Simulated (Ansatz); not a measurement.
# H4N2OSi···H2: what the fields show

The calculation's input:

```
crystal:
  periodic: [false, false, false]
  atoms:
    - {symbol: Si, position_ang: [-0.185471, 0.314249, 0.182422]}
    - {symbol: H, position_ang: [0.879104, -1.350731, -3.734647]}
    - {symbol: O, position_ang: [-0.183063, 0.383362, -1.332252]}
    - {symbol: H, position_ang: [0.613898, -0.914870, -3.184485]}
    - {symbol: N, position_ang: [1.001052, 0.951817, 1.181307]}
    - {symbol: N, position_ang: [-1.375836, -0.410195, 1.115328]}
    - {symbol: H, position_ang: [1.009394, 0.911130, 2.185028]}
    - {symbol: H, position_ang: [1.797093, 1.425026, 0.789466]}
    - {symbol: H, position_ang: [-2.169276, -0.847808, 0.679327]}
    - {symbol: H, position_ang: [-1.386898, -0.462078, 2.118503]}
basis:
  gaussian: {orbitals: def2-TZVPP}
hamiltonian: {xc: pbe0, dispersion: d4}
output: {orbitals: {seedname: orbitals}}
```

Launched as:

```sh
ansatz run in.yaml --threads 4 --pin off --events-out ev --progress --plain --max-ram 9574MiB
```

The product side of a reaction path; geometry: PBE0-D4/def2-TZVP.

Theory: RKS PBE0-D4/def2-TZVPP in Ansatz 0.2.0.

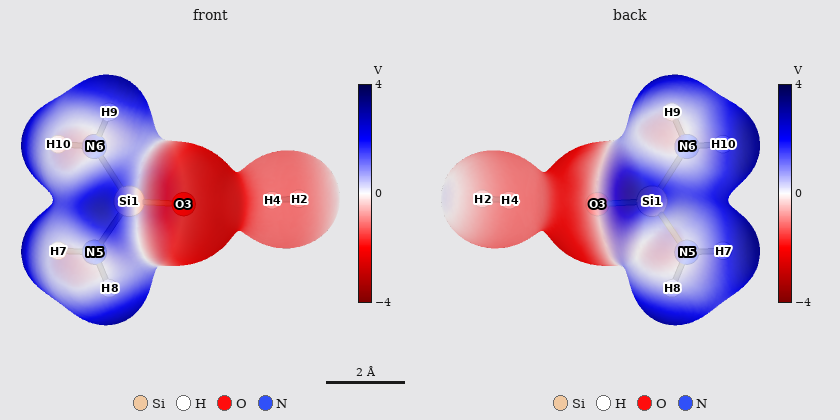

Figure 1. The molecular electrostatic potential painted on the density surface at 0.004 e/bohr³, seen from the front and from behind; red is negative and blue positive.

Q: Where is the surface potential most negative and most positive?

A: The most negative region (about −2.8 V) lies over O3, the most positive (about +3.3 V) over H7 and H10. O3 is the likeliest acceptor of a hydrogen bond.

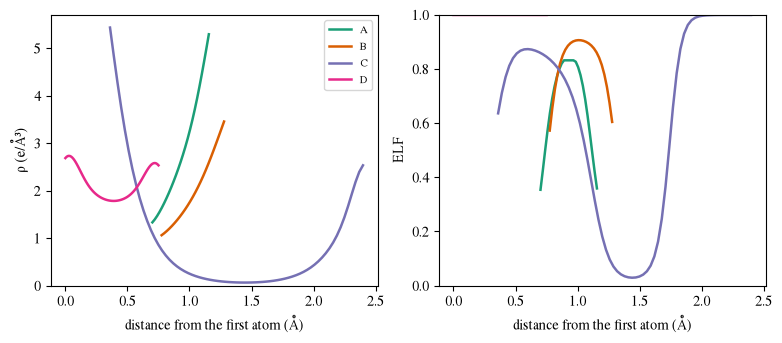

Figure 2. Electron density and ELF along straight lines between neighbouring atoms. The curves leave out the atomic cores.

Q: Which curve belongs to which contact (H–H, O–H, Si–N and Si–O)? The first atom named is at distance zero.

A: Curve A: Si–O (1.52 Å): ρ at the midpoint is about 1.5 e/Å³; the ELF peaks at about 0.85 between the atoms: a short, strongly polar bond. Curve B: Si–N (1.68 Å): ρ is about 1.2 e/Å³ halfway; the ELF peaks at about 0.90 between the atoms, as expected for a shared but strongly polarised pair. Curve C: O3···H4 (2.40 Å): the density falls to about 0.06 e/Å³ on the way; the ELF dips to about 0 between them: a non-bonded, intermolecular contact. Curve D: H–H (0.75 Å): ρ is about 1.8 e/Å³ halfway; the ELF peaks at about 1 between the atoms.

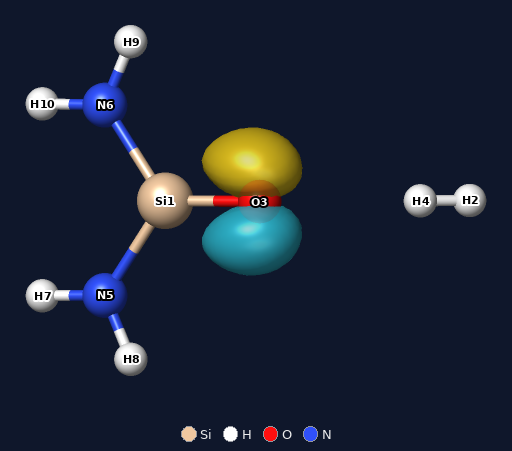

Figure 3. The HOMO−1 at ±0.3 Å⁻³ᐟ² (yellow and cyan are the two phases), seen across its widest extent.

Q: Where does this orbital lie, and at what energy?

A: It lies mainly on O3 (about 80 %); largely a lone pair of O3. Its energy is −7.79 eV.
